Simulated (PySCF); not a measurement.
C2H12OSSi3

Input

```
{"job": {"kind": "nmr", "xc": "PBE0", "basis": "pcSseg-1"}, "charge": 0, "multiplicity": 1}
C      3.826646     0.292850     0.332731
O      2.436551     0.321251     0.233489
Si     1.382187    -0.686106     0.954428
Si    -0.541188     0.256550     0.140587
C     -0.747155     0.215525    -1.755964
S     -2.121716    -0.955549     1.017479
Si    -3.937917    -0.077240     0.323265
H      4.141733     0.415116     1.371156
H      4.219812    -0.655759    -0.039157
H      4.230989     1.110545    -0.264522
H      1.580880    -0.669379     2.412984
H      1.669880    -2.079359     0.569677
H     -0.866686     1.629520     0.567068
H      0.073052     0.736365    -2.241803
H     -0.752224    -0.808293    -2.123820
H     -1.675833     0.683361    -2.075392
H     -3.887785     1.356502     0.583189
H     -4.074838    -0.325329    -1.107668
H     -4.966195    -0.751319     1.094812
```

Launched as:

```sh
OMP_NUM_THREADS=1 python probes_run.py task.json out
```

Geometry: GFN2-xTB.

Theory: PBE0/pcSseg-1, SCF density, gas phase, non-relativistic (PySCF 2.14.0).

### What can the converged electron density and electron localisation function tell about the bonding?

C–O (1.39 Å): the density is about 2.1 e/Å³ at the midpoint, with its minimum of 1.8 e/Å³ about 0.5 Å from C; the ELF peaks at about 0.90 between the atoms; a shared but strongly polarised pair.
Si–O (1.63 Å): the density is about 1.2 e/Å³ at the midpoint; the ELF peaks at about 0.85 between the atoms, as expected for a polar covalent bond.
Si–S (2.13 Å): ρ is about 0.83 e/Å³ halfway; the ELF peaks at about 0.90 between the atoms (a covalent bond).
Si–Si (2.29 Å): the density is about 0.71 e/Å³ at the midpoint; the ELF peaks at about 1 between the atoms; a shared electron pair.

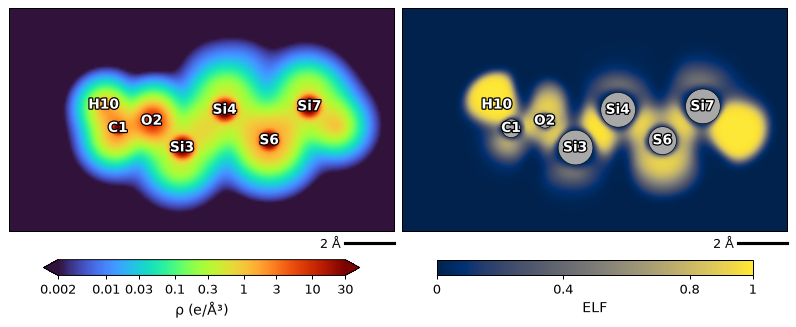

Computed electron density and electron localisation function on the plane of atoms C1, O2 and Si3, in this order. Grey discs cover the atomic cores in the ELF map. 
